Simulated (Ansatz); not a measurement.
Where the default PAW files enter, the runs use the earlier of Ansatz's two default sets.

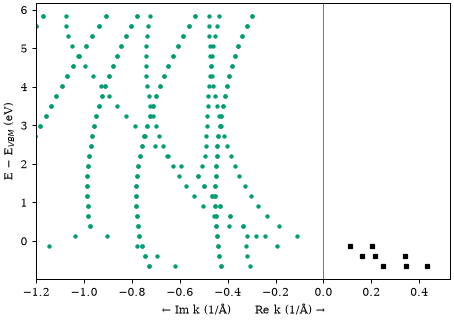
Complex bands at the centre of the two-dimensional zone; r2SCAN (Ansatz, a program for electronic structure)

The gap is the functional's own. No spin-orbit coupling. Mid-gap values are interpolated on the energy grid.

Q: This is BN (P6_3mc, wurtzite, 4 atoms a cell, 6.0 Å³ an atom, -5 GPa at this level) along the normal of (111). Read off the slowest decay at the centre of the two-dimensional zone at 2.99 eV, the computed energy nearest the middle of the gap.

A: κ ≈ 0.43 1/Å, a decay length 1/(2κ) of the density of 1.2 Å.
